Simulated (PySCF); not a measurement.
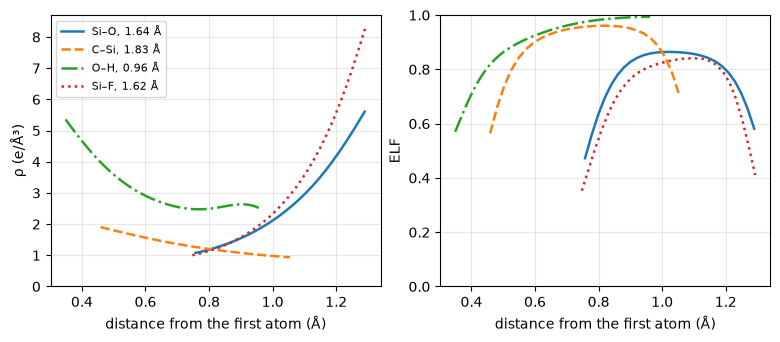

CH₄F₂OSi (SMILES C[Si](O)(F)F). Electron density and electron localisation function along straight lines between neighbouring atoms. The curves leave out the atomic cores.

Geometry: PBE0-D3(BJ)/def2-SVP.

All numbers below come from PBE0/pcSseg-2, SCF density, gas phase, non-relativistic in PySCF.

The calculation's input:

```
{"job": {"kind": "nmr", "xc": "PBE0", "basis": "pcSseg-2"}, "charge": 0, "multiplicity": 1}
Si     0.420358     0.331248    -0.254355
C     -0.731028    -0.457520     0.935950
F      1.868321     0.595165     0.412418
F     -0.093410     1.803666    -0.680304
O      0.592767    -0.604487    -1.586999
H     -0.870838     0.184233     1.818297
H     -1.712021    -0.627665     0.468982
H     -0.333996    -1.426912     1.271323
H      1.201046    -0.311808    -2.272356
```

Launched as:

```sh
OMP_NUM_THREADS=1 python cluster_run.py task.json out
```

**Compare the contacts.**

Si–O (1.64 Å): ρ is about 1.2 e/Å³ halfway; the ELF peaks at about 0.85 between the atoms (a polar covalent bond).
C–Si (1.83 Å): ρ is about 1.1 e/Å³ halfway; the ELF peaks at about 0.95 between the atoms; localised, covalent bonding.
O–H (0.96 Å): the density is about 3.8 e/Å³ at the midpoint; the ELF climbs to about 1 towards the hydrogen, as it does in any bond to H; an ordinary covalent bond to hydrogen.
Si–F (1.62 Å): ρ is about 1.2 e/Å³ halfway; the ELF peaks at about 0.85 in the valence shell of F, 0.5 Å from its nucleus, and is about 0.55 at the midpoint.
